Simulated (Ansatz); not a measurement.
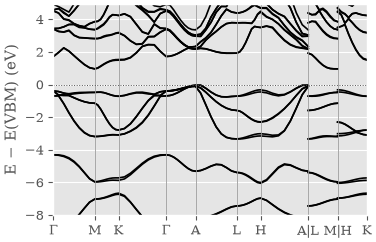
*Band structure from DFT-r²SCAN with spin–orbit coupling in the program Ansatz with PAW potentials*

The gap is 0.95 eV; an edge lies off the plotted path or next to a special point (maximum on the H–A line, 94 % of the way from H, minimum off the standard path).

The material is BaAlSiH in space group P3m1 (No. 156; Ba on 1a, Al on 1c, Si on 1b, H on 1c).

The first step of the workflow began from a Materials Project structure, measured or hypothetical; the Crystallography Open Database copy checked does not list it. Its standing as an ambient phase is unchecked. Symmetry was held in the r²SCAN relaxation; whether a distortion lowers the energy is not shown.

Potentials: the later of the program's two PAW sets.
